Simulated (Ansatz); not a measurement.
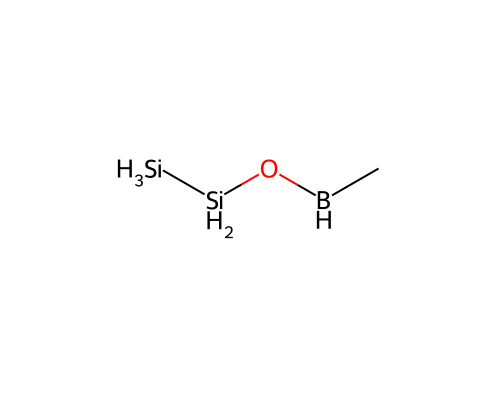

2D structure.

Give its SMILES.

CBO[SiH2][SiH3]

Give the formula, hydrogens included.

CH9BOSi2.

An optimisation with PBE0-D4/def2-TZVP gave a structure of which point group?

C1. Other conformers may differ.

More results for the same structure follow; atom numbers are the same in all pictures, views and colours differ. Computed geometry: PBE0-D4/def2-TZVP optimisation.

## Shape

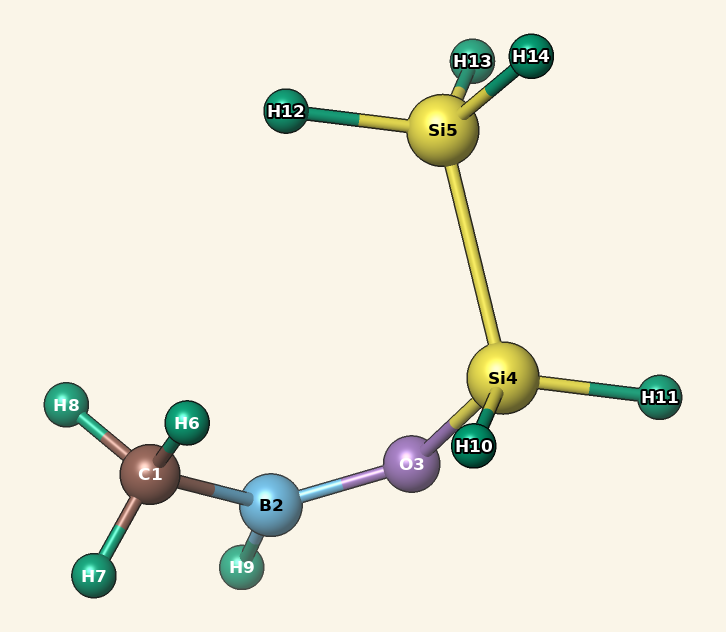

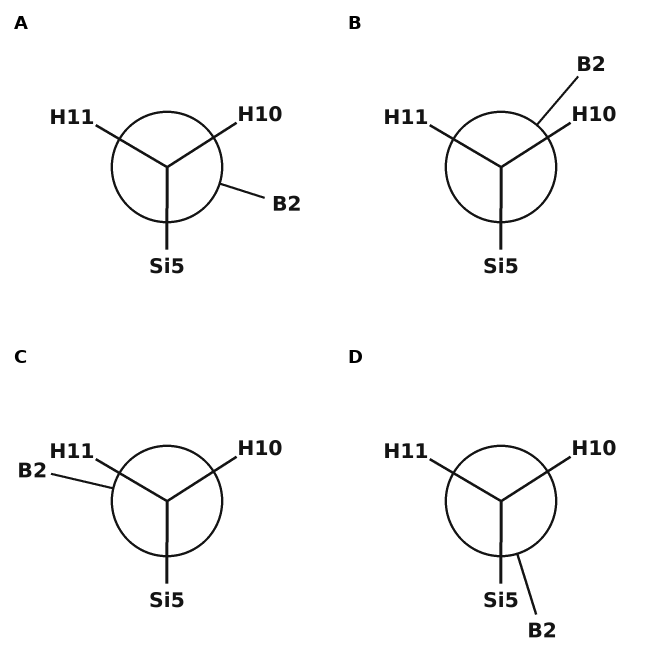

Distant atoms are faded towards the background colour. Bonds that would overlap in a projection are set slightly apart.

Which Newman projection shows the view along Si4–O3, with Si4 in front?

A. The torsion angle Si5–Si4–O3–B2 is −73°, synclinal (gauche).

## Charges

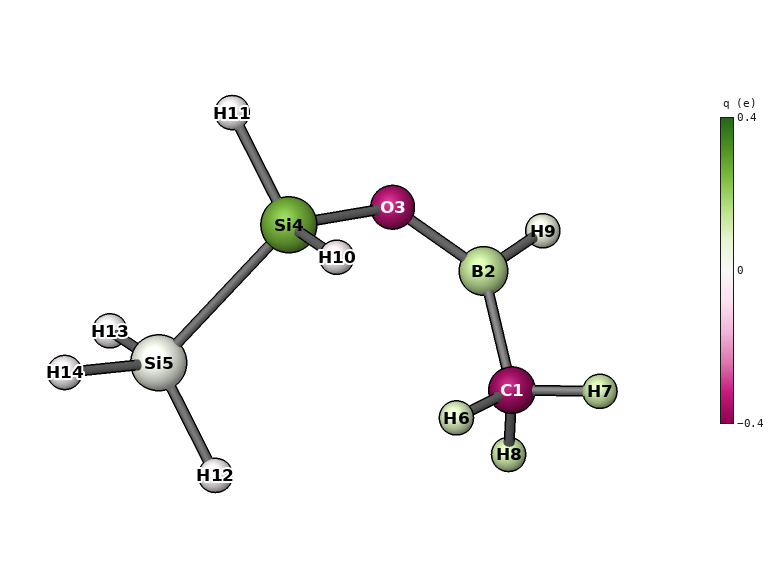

Atoms are coloured by their Mulliken charges. Level of theory: RKS ωB97M-V/def2-TZVPP (Ansatz 0.2.0).

Give the Mulliken charges atom by atom.

| atom | value (e) |
| --- | --- |
| C1 | −0.36 |
| B2 | 0.14 |
| O3 | −0.34 |
| Si4 | 0.25 |
| Si5 | 0.03 |
| H6 | 0.09 |
| H7 | 0.12 |
| H8 | 0.12 |
| H9 | 0.05 |
| H10 | −0.03 |
| H11 | −0.02 |
| H12 | −0.02 |
| H13 | −0.01 |
| H14 | −0.02 |

## Electronic properties

Method: RKS PBE0-D4/def2-TZVP (Ansatz 0.2.0).

Estimate the harmonic zero-point energy.

252.0 kJ/mol.

Estimate the dipole moment.

1.02 D.

Give the dispersion correction at this level.

−25.5 kJ/mol.

## Vibrations

Harmonic vibrations computed with RKS PBE0-D4/def2-TZVP (Ansatz 0.2.0) at a stationary point of the same level.

List the wavenumbers.

36 modes: 36, 70, 86, 109, 142, 224, 351, 410, 428, 517, 609, 635, 704, 750, 824, 833, 895, 933, 938, 952, 981, 1020, 1166, 1312, 1376, 1445, 1466, 2202, 2214, 2223, 2227, 2234, 2573, 3033, 3096, 3123 cm⁻¹.

Mulliken values depend strongly on the basis set and can even reverse the polarity of a bond.
